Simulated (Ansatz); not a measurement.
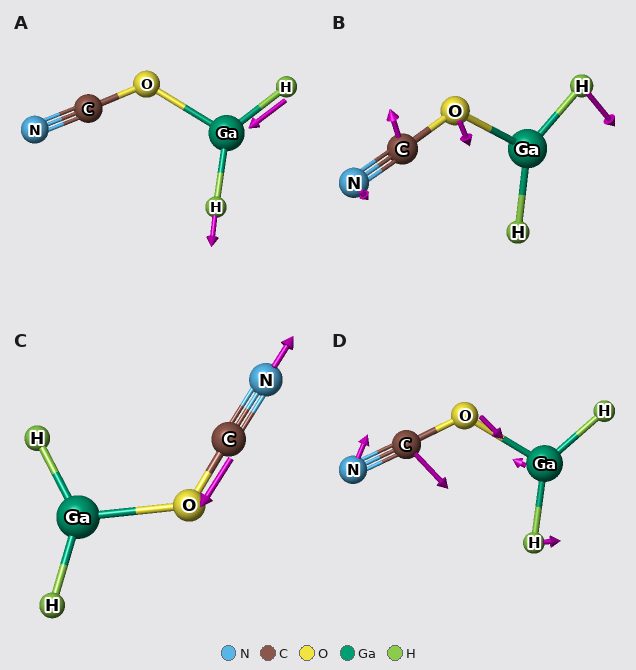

4 normal modes of one molecule or complex, as arrows. Harmonic vibrations computed with RKS PBE0-D4/def2-TZVP (Ansatz 0.2.0) at a stationary point of the same level.

Match the panels to the wavenumbers 476 cm⁻¹, 641 cm⁻¹, 2084 cm⁻¹, 2370 cm⁻¹.

A: 2084 cm⁻¹, out-of-phase stretching of 2 Ga–H bonds
B: 641 cm⁻¹
C: 2370 cm⁻¹
D: 476 cm⁻¹
